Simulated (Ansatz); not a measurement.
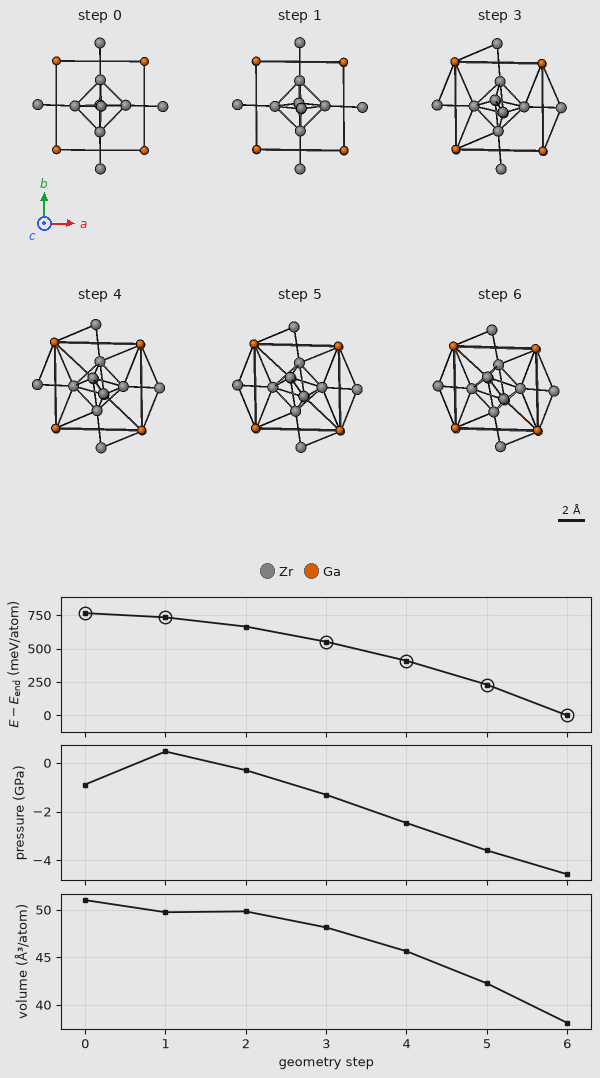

Frames of a relaxation of crystalline Zr6Ga (a generated structure, set up in P1) (coarse preliminary run), marked on the history of the run. Style: ball-and-stick. Shown: the cell of the calculation, reduced to other axes, along the c axis. Lengths and directions refer to the drawn axes.

The calculation used DFT PBE, scalar-relativistic, plane waves, PAW (Ansatz). (plane-wave cutoff 420 eV; k-point mesh 4 × 4 × 4; occupations gaussian; smearing width 0.1 eV; no spin polarisation; cell and atoms relaxed; force threshold 0.015 eV/Å; at most 120 steps)

What happens along the run?

The run was cut off at its time limit before the relaxation converged, so the last structure is only a point on the way. The largest moves relative to the cell, 1.05 Å, are those of Zr atoms. Largest moves by element: Zr 1.05 Å, Ga 0.05 Å. The drawn cell changes as follows: a 6.987 → 6.536 Å (−6.5 %), b 7.073 → 6.517 Å (−7.9 %), c 7.232 → 6.274 Å (−13.2 %), α 92.0° → 90.3°, β 90.2° → 91.6°, γ 90.4° → 93.0°; the volume changes by −25.3 %. Among the contacts that change: Ga–Zr 5.109 → 3.857 Å, Ga–Zr 5.138 → 3.890 Å, Ga–Zr 5.180 → 4.048 Å, Ga–Zr 5.358 → 4.296 Å. Among the angles between lasting bonds that change: Zr–Zr–Zr 130.8° → 74.7°, Zr–Zr–Zr 130.5° → 75.2°, Zr–Zr–Zr 133.0° → 78.3°. The space group stays P1 (No. 1). Over 6 geometry steps the energy falls by 766 meV per atom. The largest force component goes from 0.66 to 1.1 eV/Å. The pressure goes from −0.89 to −4.57 GPa. Cost: 5 min on 1 thread of Intel(R) Xeon(R) Platinum 8559C (Emerald Rapids), with other jobs on the host, peak memory 0.85 GiB. From step 0 to 1: a Zr atom moves most (0.19 Å), volume −2.5 %, energy −31.7 meV per atom. From step 1 to 3: Zr atoms move most (0.36 Å), volume −3.2 %, energy −183 meV per atom. From step 3 to 4: Zr atoms move most (0.19 Å), volume −5.2 %, energy −142 meV per atom. From step 4 to 5: Zr atoms move most (0.19 Å), volume −7.4 %, energy −179 meV per atom. From step 5 to 6: Zr atoms move most (0.19 Å), volume −9.8 %, energy −231 meV per atom.

```
step  E − E(0), meV/atom  largest force component, eV/Å  pressure, GPa  volume, Å³/atom
   0                0.00                         0.6633          -0.89           51.022
   1              -31.70                         0.8027           0.47           49.746
   2             -100.77                         0.8734          -0.30           49.834
   3             -214.47                         0.8947          -1.30           48.151
   4             -356.90                         0.8481          -2.46           45.645
   5             -535.58                         0.9052          -3.59           42.268
   6             -766.25                         1.0653          -4.57           38.111
```
